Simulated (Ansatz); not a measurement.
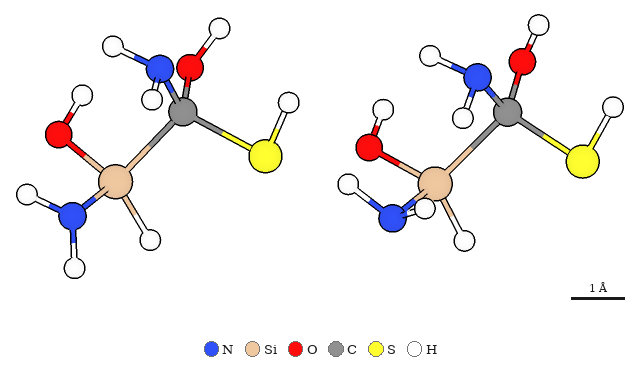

Two geometries of CH8N2O2SSi, drawn at one scale. One is the start of a relaxation, the other its converged end. A ball-and-stick model, seen from a free direction.

These are results of RKS B3LYP-D4/def2-SVP in Ansatz, not measurements. Settings: no spin polarisation; force threshold 0.015 eV/Å; at most 40 steps.

Question: Which of the two is the end point?

Answer: The left one is the relaxed one. The run prepares an end point of a later path (inversion) calculation, from a guessed geometry. An H atom moves most after the best rigid fit: 1.37 Å. Largest moves by element: H 1.37 Å, O 0.33 Å, N 0.18 Å, S 0.11 Å, Si 0.11 Å, C 0.09 Å. Some distances before and after: C–Si 2.038 → 1.926 Å, H–N 1.082 → 1.015 Å, C–O 1.346 → 1.409 Å, C–S 1.793 → 1.854 Å. Among the angles between lasting bonds that change: Si–N–H 105.9° → 120.8°, Si–N–H 105.9° → 120.4°, O–Si–C 112.4° → 102.0°. Over 13 accepted moves (15 points after the start) the energy falls by 25.8 kcal/mol. Largest force component: 3.5 eV/Å at the start, 0.013 eV/Å at the end. The line search rejected the trial steps at points 8, 12 of the run. The run took 62 s on 2 threads of Intel(R) Xeon(R) 6975P-C (Granite Rapids), with other jobs on the host, peak memory 0.48 GiB.
